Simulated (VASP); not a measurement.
Band structure of NiC (relaxed from the CsCl type structure, space group Pm-3m). All values below come from r2SCAN meta-GGA, VASP's PBE PAW potentials (set 64) (plane waves; VASP).

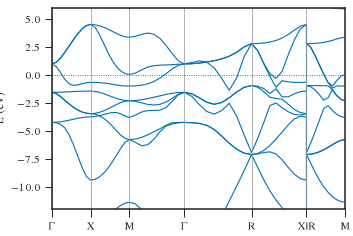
*Bands along high-symmetry lines, zero at the valence-band maximum or, without a gap, the Fermi level*

**Question.** Read the plot: is there a gap, and where are the band edges?

**Answer.** It has no gap at this level: it comes out as a metal or semimetal.

The structure was generated: NiC was put into the CsCl type type (Pm-3m), which need not be its known phase. It was relaxed first, which changed the volume by -10 %. The run is not spin-polarised, so no magnetic state was tried.
